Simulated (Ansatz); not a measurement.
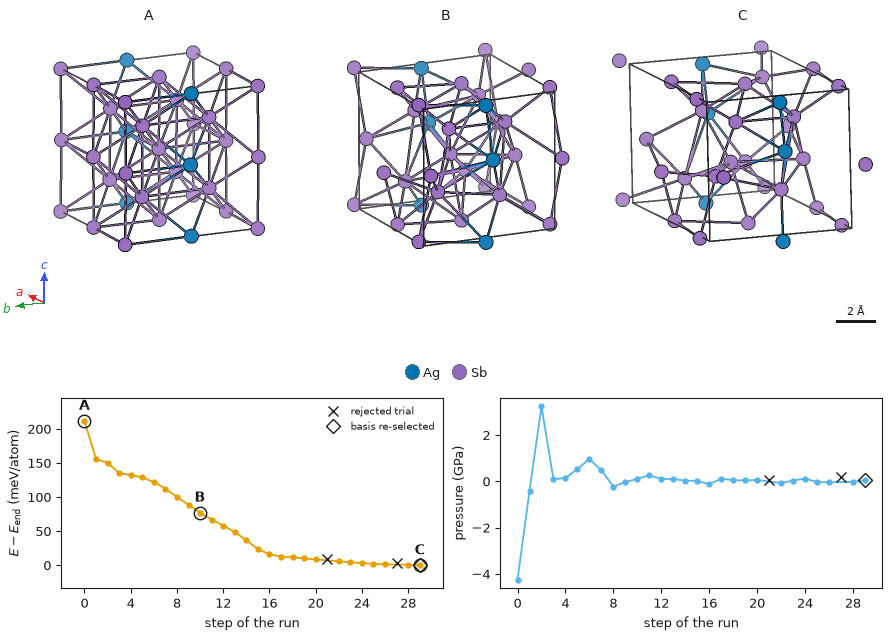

Frames of a relaxation of a crystal of AgSb7 (a generated structure, set up in P1) (coarse preliminary run), marked on the history of the run. A ball-and-stick model of the cell of the calculation, seen from a free direction.

Case: elements placed on the bcc lattice with unlike neighbours.

All numbers below come from DFT PBE, scalar-relativistic, plane waves, PAW in Ansatz 0.2.0. Set-up: plane-wave cutoff 420 eV; k-point mesh 2 × 2 × 2; occupations gaussian; smearing width 0.1 eV; mesh shifted by (0.5, 0.5, 0.5); no spin polarisation; cell and atoms relaxed; force threshold 0.04 eV/Å; at most 50 steps.

**What happens along the run?**

The atom that moves furthest relative to the cell is a Sb atom (1.25 Å along [−2 3 −3]). By element the largest moves are Sb 1.25 Å, Ag 0.80 Å. Cell: a 7.695 → 8.132 Å (+5.7 %), b 7.695 → 7.996 Å (+3.9 %), c 7.695 → 7.462 Å (−3.0 %), α 90.0° → 88.7°, β 90.0° → 86.5°, γ 90.0° → 82.4°. Volume +5.4 %. Among the contacts that change: Sb–Sb 3.342 → 5.272 Å, Sb–Sb 3.349 → 5.130 Å, Sb–Sb 3.344 → 5.013 Å, Ag–Sb 3.315 → 4.896 Å. New bonds form, among them: Ag–Ag (3.84 → 2.78 Å). Bond angles that change, for instance: Sb–Sb–Sb 179.3° → 112.8°, Sb–Sb–Sb 179.4° → 115.5°, Sb–Sb–Sb 179.2° → 120.7°. The space group stays P1 (No. 1). After 26 accepted moves (29 points after the start) the energy has fallen by 212 meV per atom. The largest force component goes from 0.18 to 0.03 eV/Å. The pressure goes from −4.25 to 0.05 GPa. The line search rejected the trial steps at points 21, 27 of the run. The SCF was repeated once at an unchanged geometry on a basis and grid sized afresh for the cell, which shifted the energy by 1.0 meV per atom at most. From step 0 to 10: a Sb atom moves most (1.06 Å), volume −0.7 %, energy −135 meV per atom. From step 10 to 29: a Sb atom moves most (0.92 Å), volume +6.1 %, energy −77.3 meV per atom.

| step | E − E(0), meV/atom | largest force component, eV/Å | pressure, GPa | volume, Å³/atom | note |
| --- | --- | --- | --- | --- | --- |
| 0 | 0.00 | 0.1826 | -4.25 | 28.475 |  |
| 1 | -56.04 | 0.4113 | -0.41 | 25.889 |  |
| 2 | -61.67 | 0.1411 | 3.24 | 24.626 |  |
| 3 | -76.66 | 0.1470 | 0.09 | 25.616 |  |
| 4 | -79.27 | 0.1157 | 0.15 | 25.696 |  |
| 5 | -82.90 | 0.2617 | 0.54 | 25.918 |  |
| 6 | -89.68 | 0.3545 | 0.96 | 26.415 |  |
| 7 | -99.27 | 0.3374 | 0.49 | 27.080 |  |
| 8 | -111.62 | 0.2014 | -0.22 | 27.660 |  |
| 9 | -123.03 | 0.2918 | -0.03 | 28.031 |  |
| 10 | -134.59 | 0.2825 | 0.12 | 28.276 |  |
| 11 | -144.87 | 0.2243 | 0.26 | 28.553 |  |
| 12 | -153.54 | 0.1329 | 0.11 | 28.870 |  |
| 13 | -163.04 | 0.2443 | 0.10 | 29.159 |  |
| 14 | -174.98 | 0.2716 | 0.04 | 29.425 |  |
| 15 | -188.04 | 0.3403 | 0.02 | 29.667 |  |
| 16 | -195.63 | 0.1402 | -0.11 | 29.756 |  |
| 17 | -199.07 | 0.1090 | 0.11 | 29.565 |  |
| 18 | -200.16 | 0.1102 | 0.06 | 29.533 |  |
| 19 | -201.75 | 0.0756 | 0.04 | 29.549 |  |
| 20 | -203.13 | 0.1165 | 0.06 | 29.620 |  |
| 21 | -202.12 | 0.1595 | 0.04 | 29.807 | rejected |
| 22 | -205.94 | 0.0707 | -0.06 | 29.782 |  |
| 23 | -207.42 | 0.0749 | 0.04 | 29.843 |  |
| 24 | -208.61 | 0.1185 | 0.13 | 29.982 |  |
| 25 | -209.70 | 0.0993 | -0.03 | 30.066 |  |
| 26 | -210.38 | 0.0534 | -0.04 | 30.039 |  |
| 27 | -208.60 | 0.2118 | 0.18 | 29.874 | rejected |
| 28 | -210.96 | 0.0296 | -0.02 | 29.999 |  |
| 29 | -211.92 | 0.0301 | 0.05 | 29.999 | same geometry, new basis |

Limits of the set-up: the k-point mesh is coarse for a cell with partly filled bands.
